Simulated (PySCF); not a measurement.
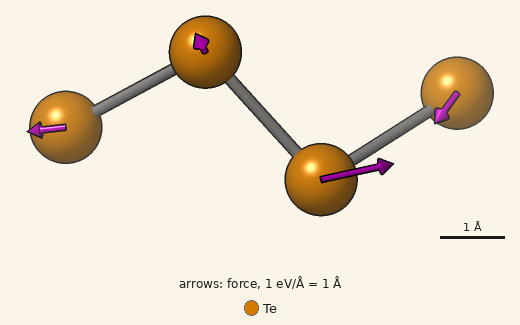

Starting geometry of Te$_{4}$ (charge −2) with the computed forces as purple arrows. The picture is a ball-and-stick view, seen face on.

The start comes from GFN2-xTB. Its atoms were then displaced at random by about 0.03 Å.

Level of theory: PBE0-D3(BJ)/def2-SVP geometry optimisation, gas phase (PySCF). 

What follows when this structure is relaxed?

Answer. It isn't relaxed: the largest force vector, on a Te atom, is 1.26 eV/Å. The final displacements follow the starting forces only in part (cosine between the two patterns 0.46). A Te atom moves most after the best rigid fit: 0.37 Å. Near-neighbour distances that change, for instance: Te–Te 2.879 → 2.752 Å, Te–Te 2.720 → 2.803 Å, Te–Te 2.699 → 2.752 Å. Bond angles that change, for instance: Te–Te–Te 100.4° → 116.0°, Te–Te–Te 101.4° → 116.0°. Groups turn about Te–Te by about 25°. The energy falls by 0.249 eV in 7 geometry steps. Cost: 57 s on 1 thread of Arm Neoverse V2, with other jobs on the host.

Limits of the set-up: the basis has no diffuse functions, which an anion needs.
